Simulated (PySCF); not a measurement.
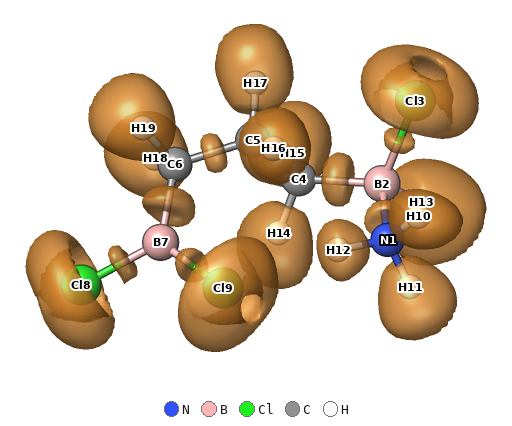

*C₃H₁₀B₂Cl₃N. Isosurface of the electron localisation function at 0.85 (orange), seen at a tilt. Only the valence region is drawn (cores and ρ < 0.01 e/Å³ removed).*

Geometry: GFN2-xTB.

These are results of PBE0/pcSseg-1, SCF density, gas phase, non-relativistic in PySCF 2.14.0, not measurements.

```
atom    x (Å)    y (Å)    z (Å)
   N  -1.8843   0.7669  -1.0682
   B  -1.8694  -0.6495  -0.2390
  Cl  -2.7121  -0.1722   1.3416
   C  -0.3125  -1.0440  -0.0200
   C   0.4234  -0.1445   0.9828
   C   1.9344  -0.0899   0.7126
   B   2.3636   0.6890  -0.5948
  Cl   3.9565   0.5791  -1.2366
  Cl   1.2725   1.7426  -1.4203
   H  -2.5349   1.3822  -0.5820
   H  -2.1829   0.6394  -2.0299
   H  -0.9487   1.1844  -1.0608
   H  -2.5264  -1.4386  -0.8292
   H   0.1930  -0.9859  -0.9891
   H  -0.2083  -2.0801   0.3046
   H   0.0229   0.8704   0.9533
   H   0.2472  -0.5212   1.9899
   H   2.3305  -1.1091   0.6978
   H   2.4255   0.3903   1.5675
```

Question: Identify the bonds, lone pairs and shells in this picture.

Answer: The ELF exceeds this value in two regions between bonded B–C atoms (shared pairs), three regions between bonded B–Cl atoms (shared pairs), one region between bonded B–N atoms (shared pairs), two regions between bonded C–C atoms (shared pairs), ten regions around hydrogen nuclei and three rings or bowls of non-bonding electrons around Cl. Profiles from the grid: C–C (1.53 Å): the ELF peaks at about 0.95 between the atoms; a covalent bond. C–B (1.58 Å): the ELF peaks at about 1 between the atoms: a shared electron pair.
